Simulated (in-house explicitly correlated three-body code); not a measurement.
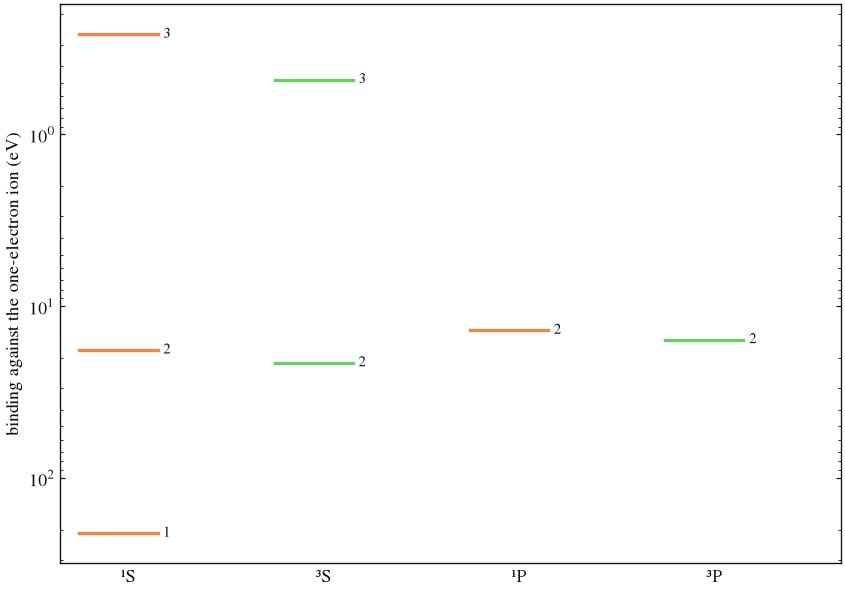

Two electrons around a point charge Z = 5, with all interactions Yukawa-screened by 0.5 bohr⁻¹. Computed variationally in 260 exponentially correlated functions with an in-house code, non-relativistic, converged to about 10⁻⁷ hartree. The plot shows the bound S and P states that converged, by term and principal number n, on a logarithmic scale of binding.

### Describe the level scheme.

The ground state is bound by 209.0 eV. The n = 2 states drawn run, from the deepest, 2 ³S (21.3 eV), 2 ¹S (17.9 eV), 2 ³P (15.6 eV), 2 ¹P (13.8 eV). Exchange puts 2 ³S below 2 ¹S by 3.34 eV and 2 ³P below 2 ¹P by 1.84 eV.
